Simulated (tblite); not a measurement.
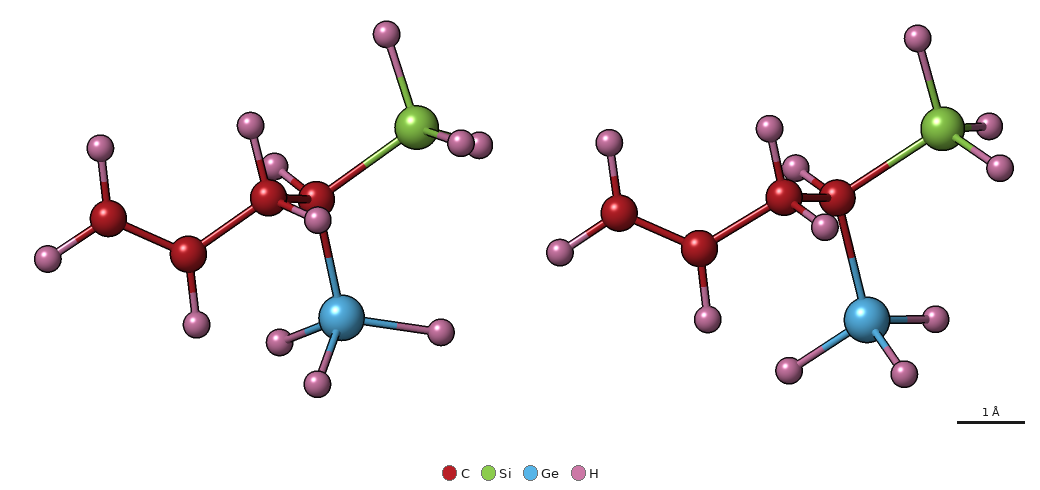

Two geometries of C₄H₁₂GeSi, drawn at one scale. One is the start of a relaxation, the other its converged end. Style: ball-and-stick. Shown at a tilt.

All numbers below come from GFN2-xTB geometry optimisation, gas phase in tblite. 

Which of the two is the end point?

Answer. The right one is the relaxed one. An H atom moves most after the best rigid fit: 1.02 Å. Largest moves by element: H 1.02 Å, C 0.26 Å, Ge 0.11 Å, Si 0.10 Å. Among the contacts that change: C–Ge 1.917 → 1.982 Å, Ge–H 1.566 → 1.502 Å, C–Si 1.868 → 1.906 Å, C–H 1.128 → 1.094 Å. Bond angles that change, for instance: C–C–H 103.8° → 109.7°, C–C–H 114.7° → 109.1°, C–C–C 119.5° → 124.8°. Groups turn about C–Ge by about 35°. Over 131 geometry steps the energy falls by 10.8 kcal/mol.
